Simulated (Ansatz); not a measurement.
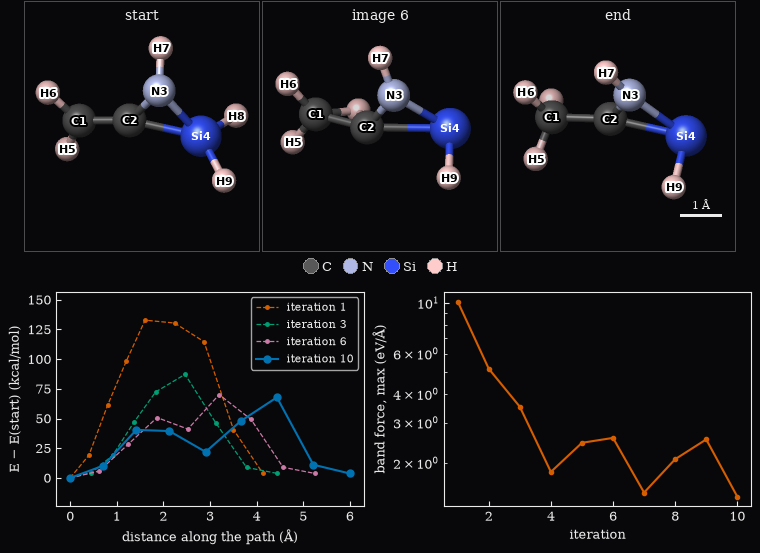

A nudged-elastic-band calculation for C2H5NSi. Images are numbered from 0 (start) to 8 (end). The plot follows the band through its iterations. Style: ball-and-stick. Shown at a tilt.

All numbers below come from Ansatz, RKS PBE0/STO-3G. Settings: 7 movable images; climbing image; force threshold 0.03 eV/Å; iteration limit 10; starting path through a guess of the saddle point.

**Did the band converge, and can the barrier be trusted?**

The result isn't final. The band hadn't converged when the run stopped after 10 iterations. The largest component of the band force went from 10 to 1.4 eV/Å. The barrier read from it is provisional: over the last two iterations the highest image moved from 72.7 kcal/mol to 67.8 kcal/mol. The iteration limit was low. The first iteration put the highest image at 132.8 kcal/mol. Forward barrier 67.8 kcal/mol, backward barrier 64.1 kcal/mol, with image 6 at the top; the reaction energy is +3.8 kcal/mol. The profile has 2 maxima (images 2, 6) with a dip at image 4 (+21.9 kcal/mol), which on an unconverged band is provisional.

Limits of the set-up: STO-3G is a minimal basis, so the numbers are rough.

The run took 99 s on 1 thread of Arm Neoverse V1, with other jobs on the host, peak memory 0.091 GiB.
